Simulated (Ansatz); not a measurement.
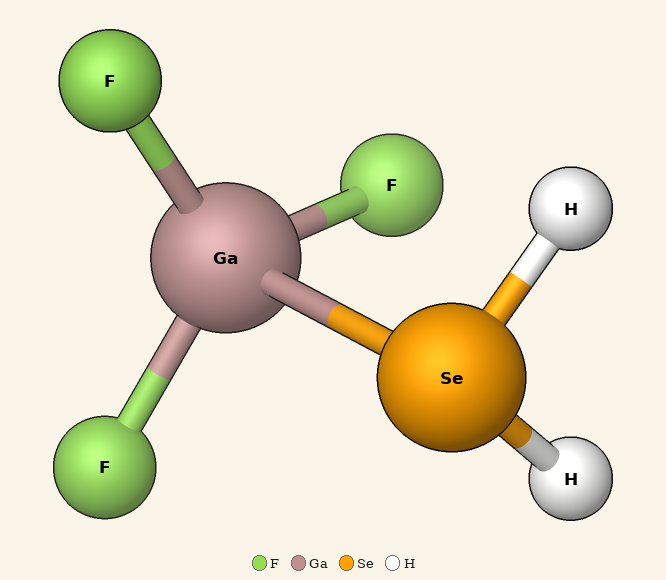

A ball-and-stick model of a molecule. Every bond is drawn as one stick, whatever its order.

What does the picture show?

The molecule is F₃GaH₂Se. As SMILES it reads `[F][Ga-]([F])([F])[SeH2+]`. The point group is Cs. Coordination: 1 Ga tetrahedral; 1 Se trigonal pyramidal.

More results for the same structure follow; atom numbers are the same in all pictures, views and colours differ. Computed geometry: PBE0-D4/def2-TZVP optimisation.

### Shape

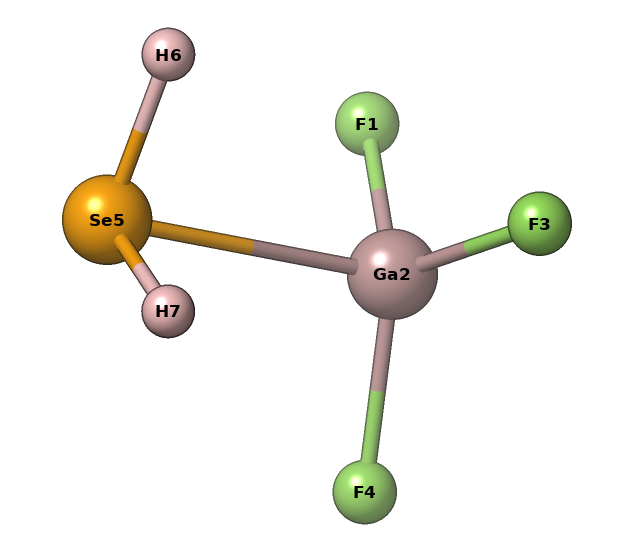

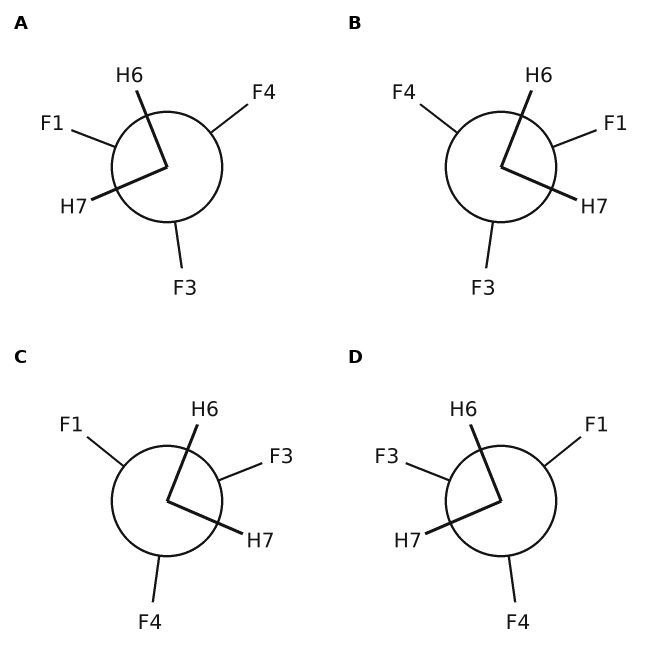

Distant atoms are faded towards the background colour. Bonds that would overlap in a projection are set slightly apart.

Question: Which Newman projection shows the view along Se5–Ga2, with Se5 in front?

Answer: C. The torsion angle H6–Se5–Ga2–F1 is −73°, synclinal (gauche).

### Levels of theory compared

Program: Ansatz 0.2.0.

Compare HOMO energy (eV), dipole (D), HOMO–LUMO gap (eV) at these levels: B3LYP-D4/def2-TZVPP; PBE-D4/def2-TZVPP; r2SCAN-D4/def2-TZVPP; ωB97M-V/def2-TZVPP.

```
               level  HOMO energy (eV)  dipole (D)  HOMO–LUMO gap (eV)
 B3LYP-D4/def2-TZVPP             −9.26        5.35                7.51
   PBE-D4/def2-TZVPP             −8.07        5.24                5.70
r2SCAN-D4/def2-TZVPP             −8.46        5.33                6.31
  ωB97M-V/def2-TZVPP            −11.68        5.30               12.22
```

### Vibrations

Harmonic vibrations computed with RKS PBE0-D4/def2-TZVP (Ansatz 0.2.0) at a stationary point of the same level.

Question: List the wavenumbers.

Answer: 15 modes: 44, 81, 82, 154, 181, 181, 217, 446, 490, 635, 702, 708, 1051, 2446, 2457 cm⁻¹.

### Charges

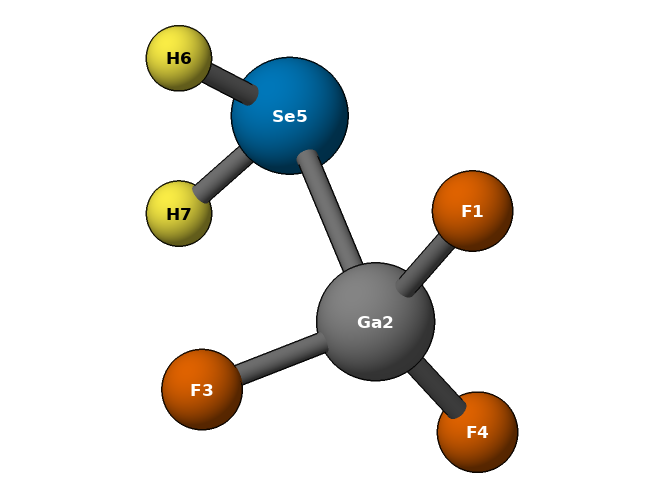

The questions are on Mulliken charges. Level of theory: RKS PBE0-D4/def2-TZVP (Ansatz 0.2.0).

List the Mulliken charges.

| atom | value (e) |
| --- | --- |
| F1 | −0.39 |
| Ga2 | 0.90 |
| F3 | −0.39 |
| F4 | −0.39 |
| Se5 | −0.13 |
| H6 | 0.20 |
| H7 | 0.20 |

Mulliken values depend strongly on the basis set and can even reverse the polarity of a bond.
